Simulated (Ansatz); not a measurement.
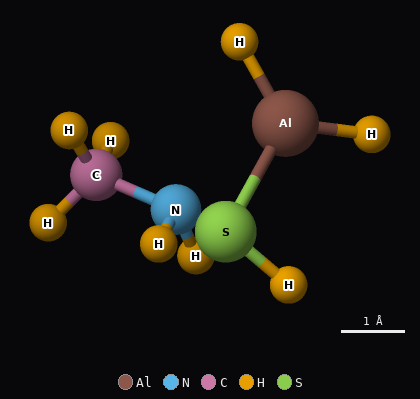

The structure as given in the input (ball-and-stick view, seen at a tilt). Sticks mark near contacts. Bond lengths as drawn: Al–H 1.50 Å, Al–S 2.20 Å, C–H 1.10 to 1.11 Å, C–N 1.50 Å, H–N 1.04 to 1.05 Å and H–S 1.35 Å.

**Geometry relaxation, with input and output: CH8AlNS (part 1 of 2)**

The run: geometry relaxation of CH8AlNS. Method and program: RKS PBE0-D4/STO-3G (Ansatz 0.2.0).

It belongs to a series of runs on one base structure; here: end point B relaxed.

## Output
```
The last accepted step is kept in [file] (removed where the run ends without a failure and the disk answers)
Engine: ansatz 0.2.0, x86_64-unknown-linux-gnu
Functional definition: PBE0
  parameter a = 0.25
  parameter kappa = 0.804
  parameter beta = 0.06672455060314922
  exchange = (1 - a)*pbe_x(kappa = kappa, mu = beta*pi^2/3) + a*exact_x
  correlation = pbe_c(beta = beta)
483 factors; integrals over basis functions are off by at most 1.2e-5 eV
mean field evaluation 1: about -19846.3137 eV, gradient 2.1e1 eV
mean field evaluation 2: about -19846.8503 eV, gradient 1.8e1 eV
mean field evaluation 4: about -19847.9407 eV, gradient 3.7e-1 eV
mean field evaluation 8: about -19847.9030 eV, gradient 2.0e-2 eV
mean field -19847.90295906 eV, -729.3969803536 hartree, gradient 1.3e-5 eV, S^2 0.000000; 0 other end points of the search recorded, 0 dependent functions left out
the calculation of the forces begins
reference -19847.90297880 eV, -729.3969810791 hartree; 25, 25 occupied and 11, 11 virtual orbitals, 483 factors
relax step   1: F+E_penalty+E_count = -19848.07696033 eV  Δ(F+E_penalty+E_count) = +0.000e0 eV  max|allowed force component| = 1.638e0 eV/Å  Δτ_max = 0.0000 Å  (22 SCF iters, accepted)
these checks for a lower state are left out or cut short: starts, cluster_reference, orbital_swaps, neighbouring_geometries, increment
483 factors; integrals over basis functions are off by at most 3.1e-5 eV
mean field evaluation 16: about -19848.2165 eV, gradient 1.5e-1 eV
mean field -19848.17989859 eV, -729.4071576937 hartree, gradient 1.8e-5 eV, S^2 0.000000; 0 other end points of the search recorded, 0 dependent functions left out
[... from here on the field's lines of each further geometry are left out, up to the last ...]
relax step   2: F+E_penalty+E_count = -19848.36397339 eV  Δ(F+E_penalty+E_count) = -2.870e-1 eV  max|allowed force component| = 4.974e-1 eV/Å  Δτ_max = 0.1940 Å  (22 SCF iters, accepted)
relax step   3: F+E_penalty+E_count = -19848.66589228 eV  Δ(F+E_penalty+E_count) = -3.019e-1 eV  max|allowed force component| = 1.193e0 eV/Å  Δτ_max = 0.1952 Å  (24 SCF iters, accepted)
relax step   4: F+E_penalty+E_count = -19849.11131545 eV  Δ(F+E_penalty+E_count) = -4.454e-1 eV  max|allowed force component| = 1.216e0 eV/Å  Δτ_max = 0.1946 Å  (24 SCF iters, accepted)
relax step   5: F+E_penalty+E_count = -19849.52027892 eV  Δ(F+E_penalty+E_count) = -4.090e-1 eV  max|allowed force component| = 4.138e-1 eV/Å  Δτ_max = 0.1973 Å  (24 SCF iters, accepted)
relax step   6: F+E_penalty+E_count = -19849.62745246 eV  Δ(F+E_penalty+E_count) = -1.072e-1 eV  max|allowed force component| = 9.869e-1 eV/Å  Δτ_max = 0.1950 Å  (24 SCF iters, accepted)
relax step   7: F+E_penalty+E_count = -19849.65522769 eV  Δ(F+E_penalty+E_count) = -2.778e-2 eV  max|allowed force component| = 3.366e-1 eV/Å  Δτ_max = 0.0782 Å  (24 SCF iters, accepted)
relax step   8: F+E_penalty+E_count = -19849.66752271 eV  Δ(F+E_penalty+E_count) = -1.230e-2 eV  max|allowed force component| = 1.782e-1 eV/Å  Δτ_max = 0.0503 Å  (24 SCF iters, accepted)
relax step   9: F+E_penalty+E_count = -19849.66970329 eV  Δ(F+E_penalty+E_count) = -2.181e-3 eV  max|allowed force component| = 2.327e-1 eV/Å  Δτ_max = 0.0745 Å  (24 SCF iters, accepted)
relax step  10: F+E_penalty+E_count = -19849.67461930 eV  Δ(F+E_penalty+E_count) = -4.916e-3 eV  max|allowed force component| = 1.175e-1 eV/Å  Δτ_max = 0.0482 Å  (25 SCF iters, accepted)
relax step  11: F+E_penalty+E_count = -19849.67559724 eV  Δ(F+E_penalty+E_count) = -9.779e-4 eV  max|allowed force component| = 3.006e-2 eV/Å  Δτ_max = 0.0197 Å  (24 SCF iters, accepted)
the calculation of the forces begins
reference -19849.46321821 eV, -729.4543188200 hartree; 25, 25 occupied and 11, 11 virtual orbitals, 489 factors
relax step  12: F+E_penalty+E_count = -19849.67568315 eV  Δ(F+E_penalty+E_count) = -8.591e-5 eV  max|allowed force component| = 1.110e-2 eV/Å  Δτ_max = 0.0054 Å  (19 SCF iters, accepted)
489 factors; integrals over basis functions are off by at most 4.7e-5 eV
mean field evaluation 96: about -19849.4997 eV, gradient 3.1e-1 eV
```

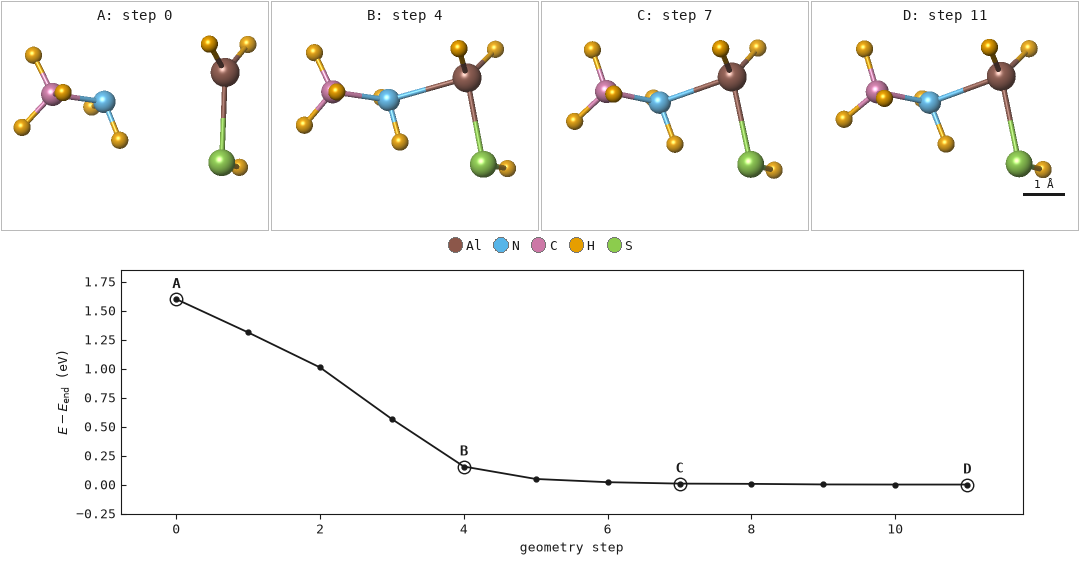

Frames of the relaxation (ball-and-stick view, seen at a tilt) above the curves, on which the letters mark them (the first geometry is step 0 here and step 1 in the log).

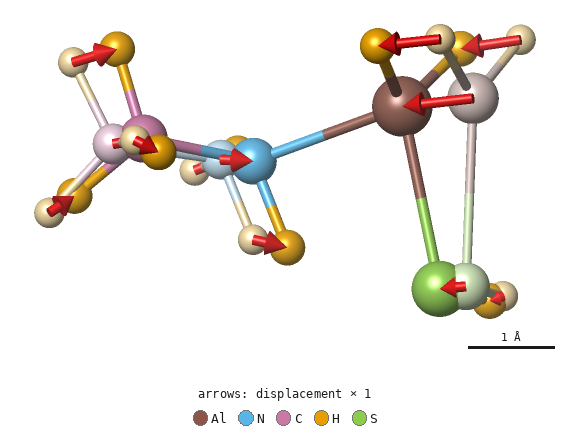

Start (faint) and end (solid) with the displacements as red arrows, at true length (ball-and-stick view, seen at a tilt). The two geometries are laid on each other by the best rigid fit. The atom that moves furthest after the best rigid fit is Al1 (0.86 Å). By element the largest moves are Al 0.86 Å, H 0.76 Å, N 0.40 Å, C 0.37 Å, S 0.31 Å. Among the contacts that change: Al1–N2 3.202 → 1.975 Å, N2–H6 1.043 → 1.104 Å, Al1–S7 2.200 → 2.189 Å, N2–H8 1.054 → 1.049 Å. New bonds form: Al1–N2 (3.20 → 1.98 Å). Among the angles that change: C3–N2–H6 106.2° → 112.4°, H6–N2–H8 103.7° → 108.5°, C3–N2–H8 105.6° → 108.5°. Over 11 geometry steps the energy falls by 1.599 eV. The largest force component goes from 1.6 to 0.011 eV/Å. (Atoms are counted from 1 in the order of the input.)

```
mean field -19849.46320001 eV, -729.4543181509 hartree, gradient 1.9e-5 eV, S^2 0.000000; 1 other end points of the search recorded, 0 dependent functions left out
the calculation of the forces begins
reference -19849.46321821 eV, -729.4543188200 hartree; 25, 25 occupied and 11, 11 virtual orbitals, 489 factors
Total energy: -19849.67570135 eV, -729.4621274313 hartree
Atom 0 at    -0.134532     1.467467    -0.238827 Å, force     0.001903     0.004311    -0.002485 eV/Å
Atom 1 at     0.021624    -0.499352    -0.332439 Å, force    -0.003649    -0.011097     0.001460 eV/Å
Atom 2 at    -0.844137    -1.406285     0.493306 Å, force     0.010480     0.007075    -0.003022 eV/Å
Atom 3 at    -0.214782     1.955697    -1.653987 Å, force     0.000275    -0.000425     0.001609 eV/Å
Atom 4 at    -1.203227     1.752182     0.770888 Å, force    -0.000542     0.000031    -0.000627 eV/Å
Atom 5 at     1.020535    -0.350598     0.114232 Å, force    -0.003126    -0.002447     0.003063 eV/Å
Atom 6 at     1.886134     1.355292     0.595123 Å, force     0.002793     0.003065     0.004074 eV/Å
Atom 7 at     0.142309    -0.927694    -1.282402 Å, force    -0.004879    -0.002400    -0.002569 eV/Å
Atom 8 at    -1.854458    -1.453403     0.058673 Å, force    -0.001207     0.000485    -0.002493 eV/Å
Atom 9 at    -0.916123    -0.987703     1.508150 Å, force     0.000962    -0.000522     0.002267 eV/Å
Atom 10 at    -0.428271    -2.425773     0.550666 Å, force     0.000513     0.002560    -0.001096 eV/Å
Atom 11 at     2.524928     1.520069    -0.583482 Å, force    -0.003524    -0.000636    -0.000179 eV/Å
Dipole moment:    -0.127176    -0.806443    -0.246342 e Å
```

## Trajectory as extended XYZ (Å, eV, eV/Å), 12 frames, from step=1 to step=12
```
12
Properties=species:S:1:pos:R:3:forces:R:3 step=1 energy=-19848.07696
Al    0.0198    2.3171   -0.2141    1.5789  -1.0973   0.5733
N    -0.0972   -0.8775   -0.3904   -0.6366   0.3974  -0.3181
C    -0.8995   -1.7671    0.5121    0.0327   0.0423   0.0107
H    -0.0991    2.6773   -1.6637   -0.0145  -0.0050   0.0182
H    -1.0589    2.5097    0.8050   -0.0012   0.0070  -0.0195
H     0.8123   -0.7172    0.0938    0.6362   0.1278   0.3075
S     1.9764    1.6350    0.5259   -1.6376   0.4942  -0.5572
H     0.1637   -1.4751   -1.2185    0.0253   0.0338   0.0333
H    -1.8529   -2.0123    0.0198    0.0063   0.0016   0.0092
H    -1.1201   -1.2202    1.4412   -0.0214   0.0043   0.0001
H    -0.3966   -2.7135    0.7847   -0.0009  -0.0199  -0.0074
H     2.5520    1.6436   -0.6960    0.0328   0.0138  -0.0501
12
Properties=species:S:1:pos:R:3:forces:R:3 step=2 energy=-19848.36397
Al    0.0237    2.1232   -0.2204   -0.3262  -0.4974  -0.1550
N    -0.1049   -0.7698   -0.3670   -0.1173   0.4446   0.0063
C    -0.8868   -1.7110    0.5080   -0.1740   0.0144   0.1144
H    -0.0895    2.5727   -1.6495    0.0021  -0.1507   0.0578
H    -1.0435    2.4101    0.7948    0.0494  -0.1744  -0.0513
H     0.8208   -0.6298    0.1204    0.2248   0.1168   0.0797
S     1.9096    1.5373    0.5007    0.3726  -0.0293  -0.0199
H     0.1581   -1.3503   -1.2083   -0.0160   0.1431  -0.0790
H    -1.8347   -1.9675    0.0099    0.0118   0.0539  -0.0125
H    -1.1244   -1.2003    1.4539    0.0003   0.0036  -0.0139
H    -0.3690   -2.6589    0.7534    0.0671   0.1236  -0.0788
H     2.5405    1.6443   -0.6960   -0.0945  -0.0483   0.1524
12
Properties=species:S:1:pos:R:3:forces:R:3 step=3 energy=-19848.66589
Al    0.0149    1.9285   -0.2303   -1.1935  -0.5670  -0.4390
N    -0.1152   -0.6650   -0.3414    0.2718   0.5818   0.1242
C    -0.8825   -1.6521    0.5042   -0.3590   0.0397   0.2173
H    -0.0941    2.4346   -1.6445   -0.0061  -0.2904   0.0718
H    -1.0425    2.2686    0.7833    0.0667  -0.2755  -0.0756
H     0.8272   -0.5566    0.1367    0.1221   0.0947   0.0058
S     1.9149    1.5161    0.5068    1.1535  -0.2049   0.1783
H     0.1322   -1.2157   -1.2102   -0.0839   0.3177  -0.0877
H    -1.8286   -1.9093    0.0025    0.0160   0.0994  -0.0252
H    -1.1248   -1.1808    1.4703    0.0208   0.0049  -0.0575
H    -0.3490   -2.6019    0.7128    0.1076   0.2581  -0.1469
H     2.5475    1.6336   -0.6903   -0.1159  -0.0585   0.2345
12
Properties=species:S:1:pos:R:3:forces:R:3 step=4 energy=-19849.11131
Al   -0.0111    1.7361   -0.2419   -1.2160  -0.6045  -0.3315
N    -0.1079   -0.5625   -0.3069    0.4766   0.2684  -0.0249
C    -0.8809   -1.5878    0.5009   -0.4334   0.0771   0.2865
H    -0.1099    2.2972   -1.6392   -0.0269  -0.4272   0.0617
H    -1.0516    2.1337    0.7710    0.0582  -0.3309  -0.0780
H     0.8552   -0.5094    0.1527    0.1354   0.1846  -0.0053
S     1.9290    1.4864    0.5137    1.0746  -0.2010   0.1553
H     0.1033   -1.0747   -1.2130   -0.1362   0.5114   0.0259
H    -1.8225   -1.8436   -0.0103    0.0252   0.1751  -0.0473
H    -1.1274   -1.1579    1.4853    0.0241   0.0368  -0.0796
H    -0.3310   -2.5369    0.6717    0.1179   0.3633  -0.1880
H     2.5548    1.6193   -0.6843   -0.0995  -0.0530   0.2252
12
Properties=species:S:1:pos:R:3:forces:R:3 step=5 energy=-19849.52028
Al   -0.0518    1.5940   -0.2339   -0.3188  -0.4137   0.0080
N    -0.0685   -0.4850   -0.2738    0.0047  -0.2932  -0.4138
C    -0.8846   -1.5081    0.5016    0.0249   0.0415  -0.0174
H    -0.1507    2.1044   -1.6465   -0.0308  -0.2774   0.0377
H    -1.0932    1.9713    0.7746   -0.0158  -0.1213   0.0287
H     0.9149   -0.4710    0.1549    0.2487   0.2810   0.0471
S     1.9536    1.4231    0.5273    0.2475  -0.0514   0.0128
H     0.0826   -0.9212   -1.2323   -0.1218   0.3664   0.3392
H    -1.8203   -1.7448   -0.0288    0.0260   0.1960  -0.0338
H    -1.1266   -1.1099    1.4983    0.0177   0.1138  -0.0427
H    -0.3150   -2.4493    0.6287   -0.0516   0.1984  -0.0549
H     2.5596    1.5964   -0.6703   -0.0307  -0.0402   0.0891
```
